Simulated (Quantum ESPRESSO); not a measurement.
# Carrying a functional's shift from two faces of Al to a third

How the rows were computed: Quantum ESPRESSO 7.5 (pw.x, pp.x), PseudoDojo norm-conserving files, cold smearing of 0.02 Ry; slabs at the tabulated lattice constant, relaxed under PBE by pw.x; both functionals on the same atoms. Work functions in eV.

```tsv
face	area an atom (Å²)	PBE	LDA
(111)	7.10	4.103	4.266
(100)	8.20	4.223	4.366
(110)	11.60	4.030	withheld
```

One more run was made and is withheld. What does LDA give for (110)?

By hand: The shifts from PBE are 4.266 − 4.103 = +0.163 eV and 4.366 − 4.223 = +0.143 eV, +0.153 eV in the mean. A rigid shift gives 4.030 + (+0.153) = 4.183 eV.

What the calculation gave: 4.194 eV; the estimate misses by −0.011 eV. The shift is rigid within 0.03 eV, so differences between faces carry over. The measured value for this face is 4.23 eV (“Properties of real metallic surfaces: Effects of density functional semilocality and van der Waals nonlocality” (2017, arxiv:1702.08515)): PBE is off by −0.20 eV and LDA by −0.04 eV; other measurements of a face can differ by 0.1 to 0.2 eV.

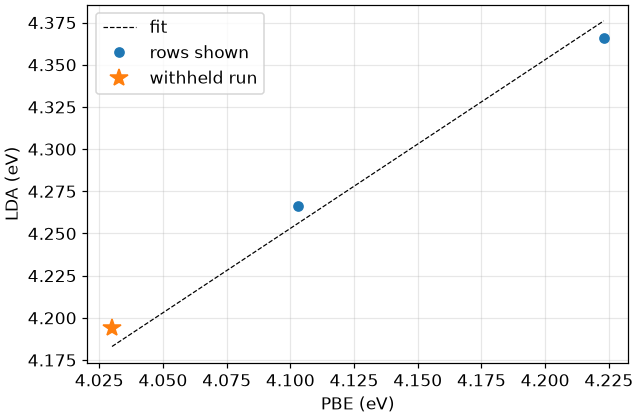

The rows shown, the fit and the withheld run.

Caveats: Thin, unreconstructed slabs; thickness and mesh leave some 0.05 to 0.1 eV open, which largely cancels in the shift.

[Logs are printed without paths, hosts, clocks, repeated set-up lines and the standing remarks that a program may print on its own settings, such as how far it seeks lower states.]
